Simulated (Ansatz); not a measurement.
Consider ClH$_{3}$Si···CH$_{5}$N.

Input file:

```
crystal:
  periodic: [false, false, false]
  atoms:
    - { symbol: Si, position_ang: [-0.732617, 1.64673, 1.131862] }
    - { symbol: "N", position_ang: [0.062817, -1.140214, -0.012246] }
    - { symbol: C, position_ang: [0.528287, -1.060241, -1.39189] }
    - { symbol: H, position_ang: [-0.948105, 1.68785, -0.352313] }
    - { symbol: H, position_ang: [-1.053187, 3.005924, 1.706797] }
    - { symbol: H, position_ang: [-1.568506, 0.622311, 1.842739] }
    - { symbol: H, position_ang: [0.846335, -1.045483, 0.642077] }
    - { symbol: Cl, position_ang: [1.314875, 1.356919, 1.606288] }
    - { symbol: H, position_ang: [-0.388866, -2.042484, 0.181074] }
    - { symbol: H, position_ang: [1.03668, -0.085231, -1.545807] }
    - { symbol: H, position_ang: [-0.337807, -1.083228, -2.089584] }
    - { symbol: H, position_ang: [1.239993, -1.862752, -1.719097] }
basis:
  gaussian: { orbitals: def2-SVP }
hamiltonian:
  xc: pbe
relax:
  f_tol: 0.03
  max_steps: 50
output:
  orbitals: {}
```

Command:

```sh
ansatz run input.yaml --threads 2 --pin off --max-ram 3072MiB --backend cpu --events-out ev --progress --plain --runs-dir out
```

The fields are those of the relaxed geometry.

The calculation used Ansatz 0.2.0, RKS PBE/def2-SVP.

Predict the electron density and electron localisation function between the atoms.

Answer. Si1···N2 (2.59 Å): the density falls to about 0.2 e/Å³ on the way; the ELF peaks at about 0.95 in the valence shell of N, 0.7 Å from its nucleus, and is about 0.35 at the midpoint.
Si–Cl (2.11 Å): ρ at the midpoint is about 0.76 e/Å³, with its minimum of 0.57 e/Å³ about 0.8 Å from Si; the ELF peaks at about 0.90 between the atoms, as expected for a shared but strongly polarised pair.
Si–H (1.52 Å): ρ at the midpoint is about 0.75 e/Å³; the ELF climbs to about 1 towards the hydrogen, as it does in any bond to H.

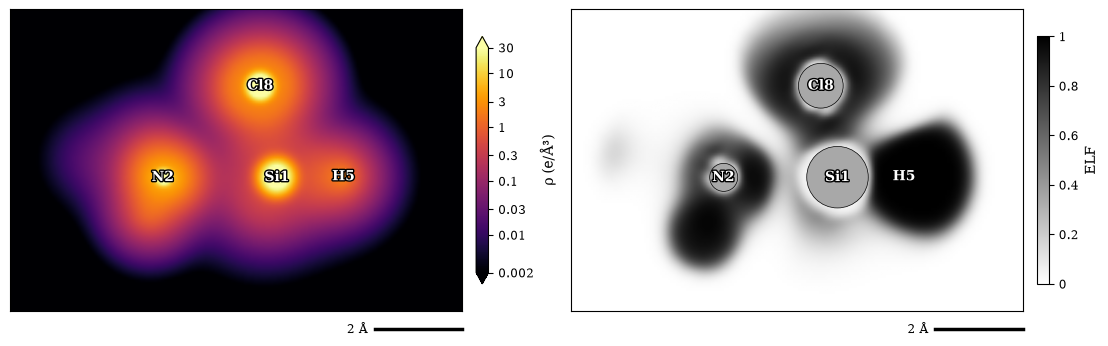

Computed electron density and electron localisation function on the plane of atoms H5, Si1 and Cl8, in this order. Grey discs cover the atomic cores in the ELF map. 
